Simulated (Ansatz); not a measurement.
System: rock-salt HfC. Method: PBE (Ansatz, a program for electronic structure, plane waves, PAW).

Settings: plane-wave cutoff 520 eV, 20×20×20 k mesh, Fermi–Dirac smearing 0.05 eV, scalar-relativistic PAW data made under PBE.

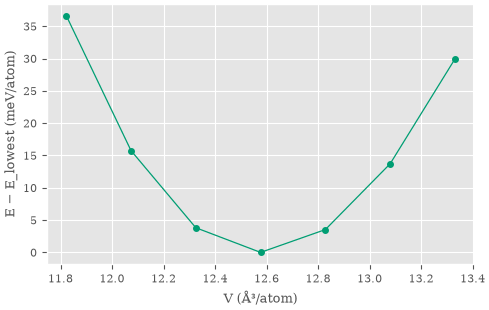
Total energy against volume

### Question
From the curve, estimate the equilibrium volume and the bulk modulus.

### Answer
V0 ≈ 12.6 Å³/atom and B0 ≈ 230 GPa; the fit gives V0 = 12.577 Å³/atom, B0 = 234 GPa, B′ = 4.0.

Measured, for comparison: bulk modulus 242 GPa (room temperature, not corrected to a static lattice, our sources range from 242 to 286; as tabulated in Synthesis of Binary Transition Metal Nitrides, Carbides and Borides from the …); equilibrium volume per atom 12.47 Å³/atom (temperature not stated, not corrected to a static lattice; as tabulated in Zhang et al. (2018), doi:10.1088/1367-2630/aac7f0). Computed (rounded) less measured: bulk modulus not scored (sources differ), equilibrium volume per atom +0.9 %.

Spin–orbit coupling is not included.

Cost on a shared machine: roughly 70 core-seconds.
